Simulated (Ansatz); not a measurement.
Li₂Zn₃S

```cif
data_structure
_symmetry_space_group_name_H-M 'P 1'
_symmetry_Int_Tables_number 1
_cell_length_a 4.8207
_cell_length_b 4.8207
_cell_length_c 5.4628
_cell_angle_alpha 90.000
_cell_angle_beta 90.000
_cell_angle_gamma 120.000
_cell_volume 109.94
loop_
_atom_site_label
_atom_site_type_symbol
_atom_site_fract_x
_atom_site_fract_y
_atom_site_fract_z
_atom_site_occupancy
Li1 Li 0.33333 0.66667 0.00000 1
Li2 Li 0.66667 0.33333 0.00000 1
Zn1 Zn 0.50000 0.00000 0.50000 1
Zn2 Zn 0.50000 0.50000 0.50000 1
Zn3 Zn 0.00000 0.50000 0.50000 1
S1 S 0.00000 0.00000 0.00000 1
```

Space group P6/mmm; a structure generated by program, which may or may not match a known phase.

Theory: DFT PBE, scalar-relativistic, plane waves, PAW (Ansatz).

Predict the valence pseudo-density and electron localisation function between the atoms.

Li–S (2.78 Å): ρ is about 0.17 e/Å³ halfway; the ELF peaks at about 0.85 in the valence shell of S, 0.9 Å from its nucleus, and is about 0.70 at the midpoint.
Bader's partition of the density gives Li +0.87, Zn −0.12 and S −1.38 e.

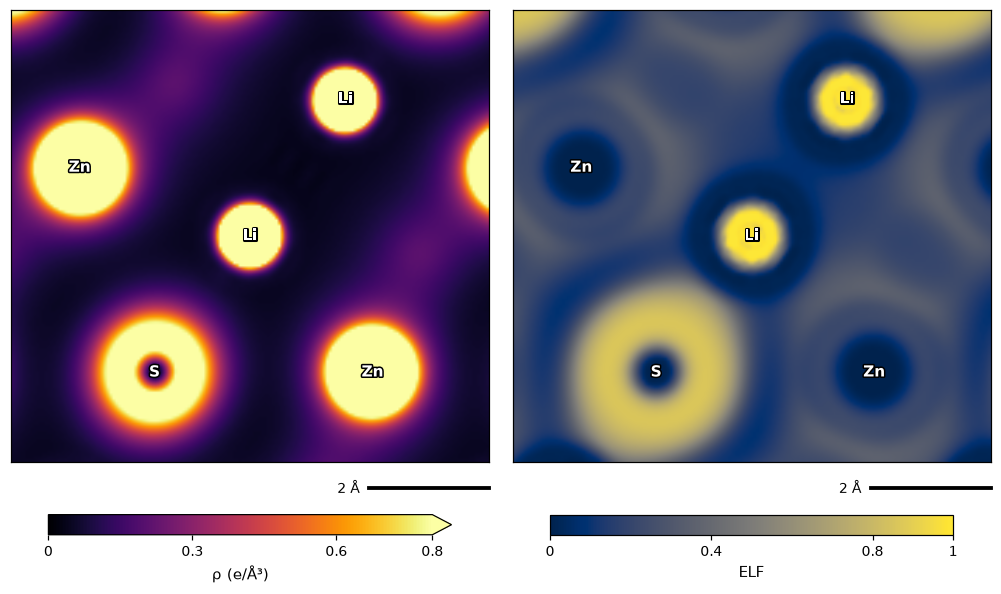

Computed valence pseudo-density and electron localisation function on the (111) plane of the conventional cell, in this order. 

In a PAW calculation such maps are meaningful between the atoms, not at the nuclei.
